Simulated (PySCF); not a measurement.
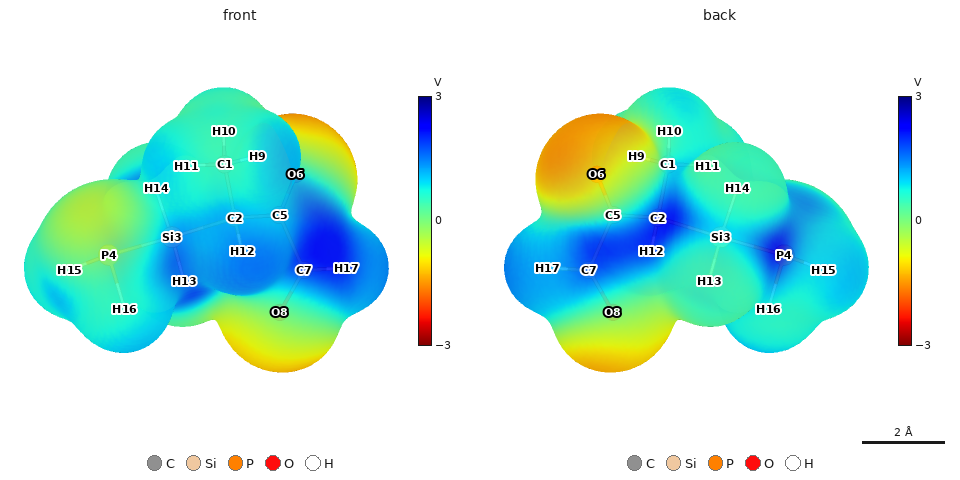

Figure 1: C$_{4}$H$_{9}$O$_{2}$PSi. The electrostatic potential painted on the density surface at 0.004 e/bohr³, seen from the front and from behind; red is negative and blue positive.

Geometry: GFN2-xTB.

Level of theory: B3LYP/def2-SVPD, SCF density, gas phase (PySCF 2.14.0).

```xyz
17

C    -0.1328   -1.8797    0.3767
C    -0.3317   -0.3729    0.4015
Si    0.8613    0.4772   -0.8720
P     2.8802    0.1086    0.0288
C    -1.6718    0.0495   -0.0351
O    -2.4153   -0.5782   -0.7601
C    -2.0643    1.4345    0.4436
O    -1.2728    2.2835    0.7549
H    -0.6904   -2.3494    1.1858
H    -0.4965   -2.2851   -0.5644
H     0.9197   -2.1350    0.4908
H    -0.1099    0.0440    1.3854
H     0.5043    1.8740   -1.1192
H     0.7638   -0.2748   -2.1274
H     3.5611    0.8075   -0.9516
H     2.8439    1.2045    0.8764
H    -3.1557    1.6040    0.4759
```

Q: Describe the electrostatic potential map.

A: The most negative region (about −1.5 V) lies over O6, the most positive (about +2.2 V) over Si3, C5 and C7. O6 is the likeliest acceptor of a hydrogen bond.

Q: What dipole moment does the calculation give?

A: Its dipole moment is 1.37 D.
